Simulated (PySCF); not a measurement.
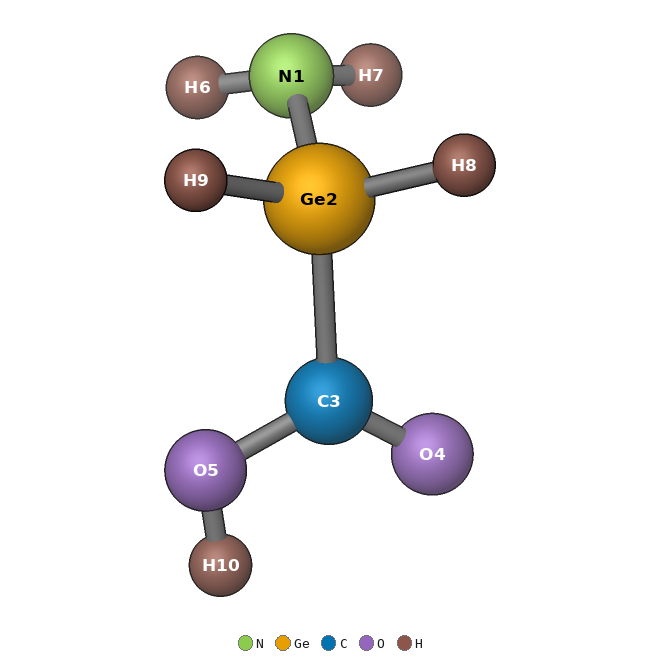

The computed structure is the end point of a PBE0-D3(BJ)/def2-SVP optimisation. No frequency run is at hand to confirm it as a minimum. Properties computed with delta-SCF UKS B3LYP, pcX-2 on the ionised atom, pcseg-1 elsewhere, spin-free X2C (PySCF 2.14.0).

Give the core-electron binding energies (to vacuum) of N1 1s, C3 1s, O4 1s, O5 1s.

| atom | level | binding energy (eV) |
| --- | --- | --- |
| N1 | 1s | 404.7 |
| C3 | 1s | 294.3 |
| O4 | 1s | 537.8 |
| O5 | 1s | 539.8 |
